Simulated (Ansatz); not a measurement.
**BH5O (B(H2O)H3): methods side by side**

BH5O: 7 atoms, total charge 0, spin state singlet. SMILES: `[H]B([H])([H])<-O`. Geometry: relaxed at GFN2-xTB.

```tsv
atom	x (Å)	y (Å)	z (Å)
B	0.0678	-0.1117	-0.6689
O	0.1008	-0.1466	1.0307
H	-0.8361	-0.1426	1.2525
H	0.4863	0.7089	1.2448
H	1.2101	-0.0685	-0.9703
H	-0.5443	0.8763	-0.9302
H	-0.4847	-1.1158	-0.9586
```

Quantity: the energy change with the O2–H4 bond stretched from 0.962 to 1.925 Å, in eV. The values are calculated.

| level | kind | program | value (eV) | less FCI/STO-3G | CPU time (all runs) |
| --- | --- | --- | --- | --- | --- |
| HF/STO-3G (restricted) | Hartree–Fock | Ansatz | 7.37 | +3.35 | 0.1 s |
| SVWN5/STO-3G (restricted) | LDA | Ansatz | 4.70 | +0.68 | 1.1 s |
| PBE/STO-3G (restricted) | GGA | Ansatz | 4.41 | +0.39 | 1.7 s |
| wB97M-V/STO-3G (restricted) | range-separated hybrid | Ansatz | 5.51 | +1.49 | 29 s |
| RPA@PBE/STO-3G (restricted) | RPA | Ansatz | 4.50 | +0.48 | 2.5 s |
| MP2/STO-3G (restricted) | perturbation theory | Ansatz | 5.30 | +1.28 | 0.13 s |
| CCSDTQ/STO-3G (restricted) | coupled cluster or CI | Ansatz | 4.03 | +0.01 | 8 s |
| FCI/STO-3G | exact in the basis | Ansatz | 4.02 | 0.00 | 23 s |

FCI/STO-3G is exact within its basis and frozen core, so for wave-function methods in that basis the difference is their error; functionals converge differently with the basis, so for them it is only a difference. A spin-restricted reference rises too steeply as a bond breaks; here HF/STO-3G, SVWN5/STO-3G, wB97M-V/STO-3G, RPA@PBE/STO-3G, MP2/STO-3G lie well above the multireference or unrestricted value. The first shape isn't each level's own minimum. The values span 4.02 to 7.37 eV. All rows use very small basis sets, so none should be taken for the real molecule's value. In so small a basis fixed costs decide the times, and correlated methods can beat functionals. Times are those of the runs behind each value, whatever else they computed, on shared processors of several kinds: orders of magnitude only.

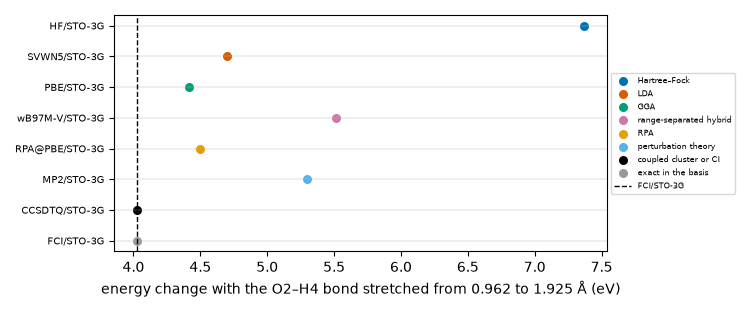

The values of the table, level by level.
